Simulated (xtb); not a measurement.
## Geometry relaxation, with input and output: SnBH5O2 (part 3 of 3)

The same run, continued: SnBH5O2, SMILES O[BH][SnH2][OH]; GFN2-xTB, GBSA solvent ether (xtb 6.7.1). Some settings of this run were made unusual or wrong on purpose. The starting geometry was optimised with GFN2-xTB.

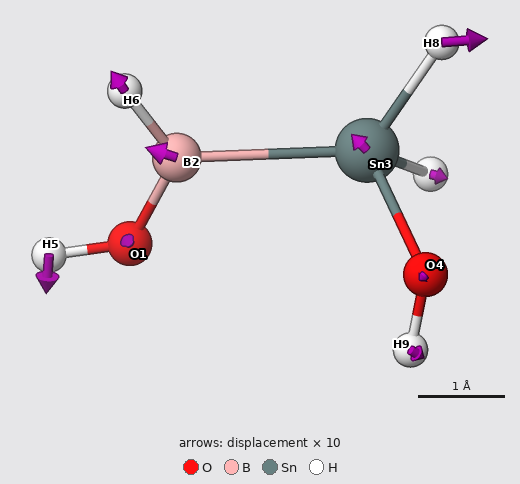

Figure 1. The starting structure with the displacements as pink arrows, magnified 10 times (ball-and-stick view, seen at a tilt). The two geometries are laid on each other by the best rigid fit. The atom that moves furthest after the best rigid fit is H8 (0.056 Å). Largest moves by element: H 0.056 Å, B 0.040 Å, Sn 0.028 Å, O 0.018 Å. Distances before and after: Sn3–H8 1.681 → 1.704 Å, Sn3–H7 1.704 → 1.726 Å, Sn3–O4 1.988 → 2.010 Å, B2–Sn3 2.242 → 2.261 Å. Among the angles that change: B2–O1–H5 120.4° → 123.2°, B2–Sn3–H8 121.6° → 124.2°, O1–B2–H6 123.5° → 125.8°. The energy falls by 1.44 kJ/mol in 7 geometry steps. (Atoms are counted from 1 in the order of the input.)

This output came from the following input.

## The input (mol.xyz)
```
9

O     -0.83472     1.22603    -1.33434
B      0.20929     1.19158    -0.53913
Sn     0.67618    -0.83409     0.30003
O     -0.72129    -1.20125     1.66588
H     -1.12707     2.05634    -1.71739
H      0.83770     2.14240    -0.25378
H      0.62322    -2.19402    -0.72580
H      2.02651    -1.09687     1.26537
H     -1.60133    -1.33641     1.32204
```

Run as:
```bash
xtb mol.xyz --gfn 2 --gbsa ether reference --pop -o 9 > out.txt
```

## What the run reported

```tsv
quantity	value
outcome	converged
electrons treated	24
total energy	−14.047100 hartree
dispersion energy	−0.004261 hartree
solvation energy	−0.024810 hartree
basis functions	27
HOMO	−10.64 eV
LUMO	−6.92 eV
dipole moment	8.03 D
hardware	1 thread of Intel Xeon @ 2.50GHz (Skylake/Cascade Lake), 16 GiB of memory available, shared host
peak memory	0.07 GiB
```

## Diagnosis

Some settings of this run were drawn to be unusual or wrong (opt_level set to 9; sf set to xyz file (from sdf); task set to optimise (from vomega)). It converged; results that depend on the unusual settings are not reference values.
